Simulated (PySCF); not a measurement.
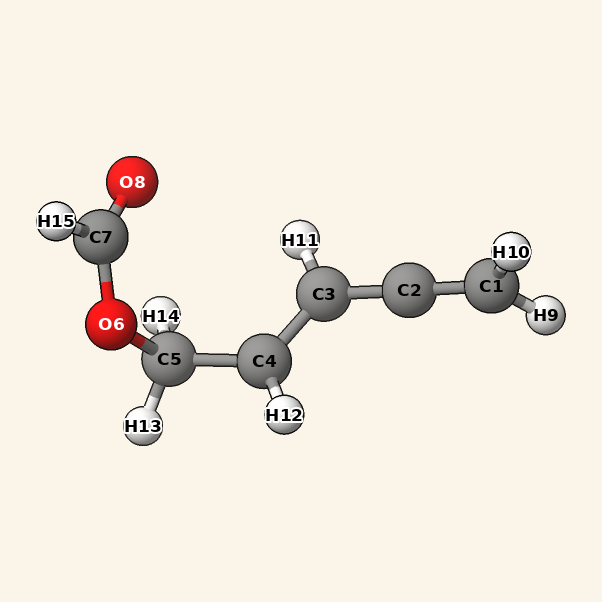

The species is neutral and a spin doublet. Computed geometry: GFN2-xTB optimisation. No frequency run is at hand to confirm it as a minimum. Computed with UKS B3LYP, pcH-1 on C H O, non-relativistic (PySCF 2.14.0). Fermi-contact and spin-dipolar terms alone, no spin-orbit part.

Which nucleus has the largest dipolar (anisotropic) hyperfine coupling?

13C at C4: principal values −54.4, −53.2, 107.6 MHz.

List the isotropic and dipolar parts for the most strongly coupled nuclei, one of each equivalent set.

| atom | isotope | a_iso (MHz) | dipolar part (MHz) |
| --- | --- | --- | --- |
| C4 | 13C | 63.5 | −54.4, −53.2, 107.6 |
| C2 | 13C | 47.9 | −50.6, −38.4, 89.0 |
| C3 | 13C | −47.8 | −25.4, 9.7, 15.7 |
| H12 | 1H | −42.1 | −22.8, −2.1, 24.9 |
| O6 | 17O | −34.6 | −14.1, 6.8, 7.3 |
| C1 | 13C | −38.2 | −9.3, 2.4, 6.9 |
| H13 | 1H | 22.0 | −4.4, −2.3, 6.7 |
| H14 | 1H | 6.4 | −3.9, −2.6, 6.5 |
